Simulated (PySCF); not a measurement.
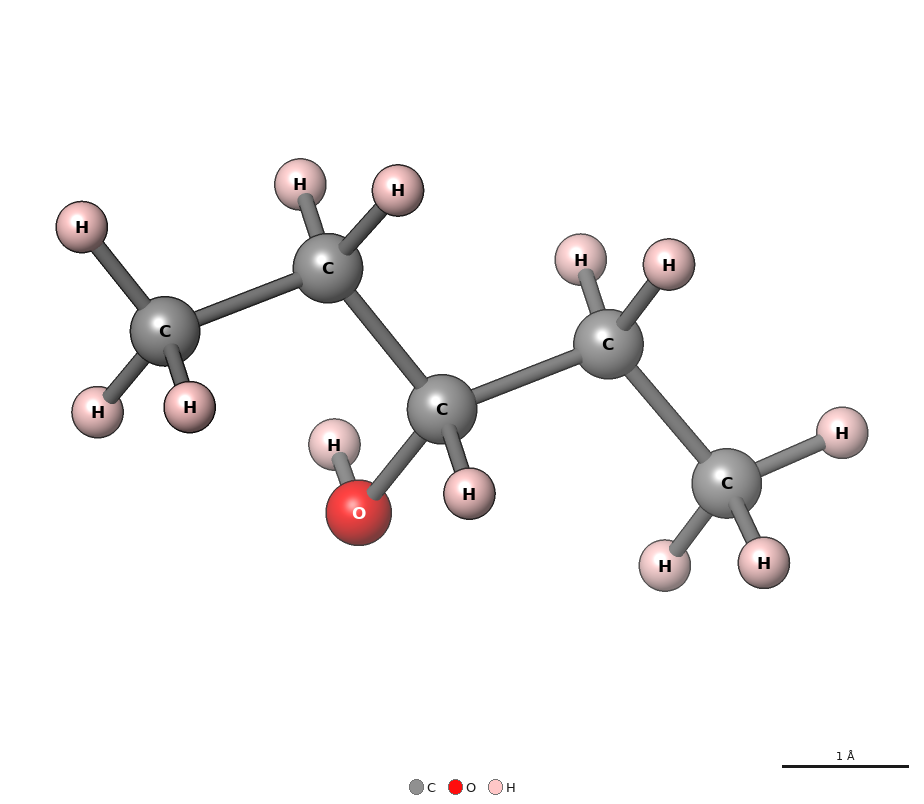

Depth is shown by fading: the farther an atom, the more it takes the colour of the background. Computed geometry: PBE0-D3(BJ)/def2-SVP optimisation. No frequency run is at hand to confirm it as a minimum. Masses are those of the most abundant isotopes; constants are for the rigid equilibrium geometry.

### What kind of rotor is it, and what are its rotational constants in cm⁻¹?

An asymmetric top (Cs): A = 0.247, B = 0.0636, C = 0.0554 cm⁻¹. Ray's parameter κ is −0.92, close to the prolate limit.
